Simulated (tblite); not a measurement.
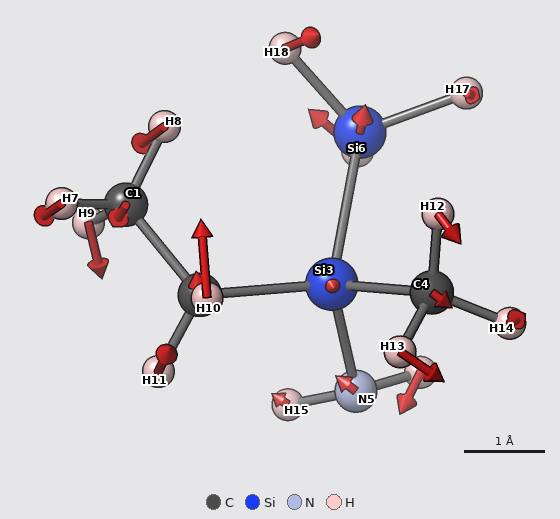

A relaxation of C3H13NSi2 (charge +1, multiplicity 2). The starting structure is drawn; red arrows show the displacements, at their true length. The two geometries are superimposed by the best rigid fit.

Style: ball-and-stick. Shown from a free direction.

Method: GFN2-xTB geometry optimisation, gas phase (tblite). 

What did the optimiser do to the structure, and how much energy did it gain?

Answer. The atom that moves furthest after the best rigid fit is an H atom (1.01 Å). Largest moves by element: H 1.01 Å, C 0.58 Å, Si 0.44 Å, N 0.34 Å. Some distances before and after: Si–Si 2.218 → 2.570 Å, N–Si 1.802 → 1.700 Å, C–Si 1.837 → 1.910 Å, H–N 1.047 → 1.008 Å. Bond angles that change, for instance: Si–N–H 109.6° → 124.6°, Si–N–H 109.5° → 124.1°, C–Si–Si 114.1° → 100.6°. Groups turn about C–Si by about 45°. The energy falls by 117.6 kJ/mol in 254 geometry steps. The run took 2 s on 1 thread of Arm Neoverse V1, on a shared host.
